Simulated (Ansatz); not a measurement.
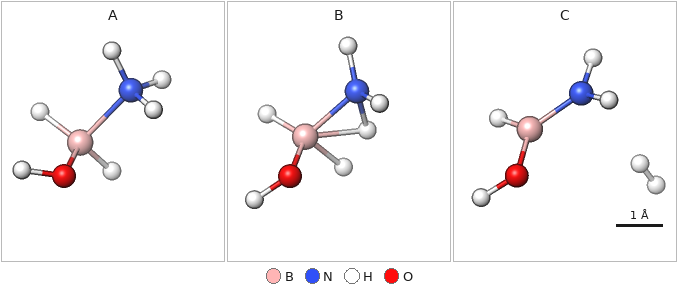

3 geometries from a converged minimum-energy path of BNH$_{6}$O, made up of BNH₄O and H$_{2}$, shuffled. The picture is a ball-and-stick view, seen at a tilt.

The calculation used RKS PBE-D4/def2-SVP in Ansatz. Set-up: 7 movable images; climbing image; force threshold 0.05 eV/Å; iteration limit 60; starting path through a guess of the saddle point.

### Which frame is the transition state?

B. In order along the path, whose images run from 0 to 8: C (image 1, +0.01 eV), B (image 4, +1.70 eV), A (image 7, +0.49 eV). Breaking: H–H (0.77 → 2.53 Å). Forming: B–H (4.03 → 1.24 Å), H–N (2.64 → 1.03 Å).

Limits of the set-up: the start holds two separate molecules, 2.6 Å apart at their closest, whose relative position is a soft coordinate.

The run took 2.8 min on 2 threads of Arm Neoverse V1, with other jobs on the host, peak memory 0.14 GiB.
